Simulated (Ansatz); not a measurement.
System (SMILES): [PH2] (PH2), doublet.
Atoms: P1, H2, H3. Bonds: P1-H2, P1-H3.

Basis-set convergence of the highest harmonic wavenumber at MP2 with Ansatz (a quantum-chemistry and plane-wave program). Each level at its own minimum, finite differences of forces, unscaled; the reference is a large set that could be run, not a limit. Cartesian d functions, on some or all atoms, in 6-31G*, 6-311G**, 6-311+G**; all else is spherical. Cores are frozen. Core-valence sets carry the plain set on hydrogen. Open shells are unrestricted. No added dispersion term, no relativity. Reference: the value in def2-QZVPP, 2480 cm⁻¹, itself unsure by roughly 6 cm⁻¹ (its mean distance from cc-pV(Q+d)Z, aug-cc-pV(T+d)Z, def2-TZVPPD). Deviations are taken from unrounded values.

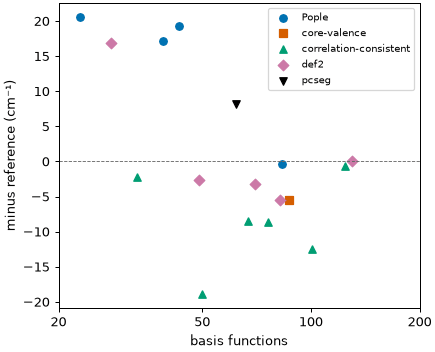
Deviation from the reference against the number of basis functions, by family of sets.

| basis | functions | highest harmonic wavenumber (cm⁻¹) | minus reference (cm⁻¹) |
|---|---|---|---|
| 6-31G* | 23 | 2500 | 21 |
| def2-SVP | 28 | 2497 | 17 |
| cc-pV(D+d)Z | 33 | 2478 | -2 |
| 6-311G** | 39 | 2497 | 17 |
| 6-311+G** | 43 | 2499 | 19 |
| def2-TZVP | 49 | 2477 | -3 |
| aug-cc-pV(D+d)Z | 50 | 2461 | -19 |
| pcseg-2 | 62 | 2488 | 8 |
| cc-pV(T+d)Z | 67 | 2471 | -8 |
| def2-TZVPP | 70 | 2477 | -3 |
| jun-cc-pV(T+d)Z | 76 | 2471 | -9 |
| def2-TZVPPD | 82 | 2474 | -5 |
| 6-311++G(3df,3pd) | 83 | 2479 | 0 |
| cc-pCVTZ | 87 | 2474 | -6 |
| aug-cc-pV(T+d)Z | 101 | 2467 | -13 |
| cc-pV(Q+d)Z | 124 | 2479 | -1 |
| def2-QZVPP | 130 | 2480 | 0 |
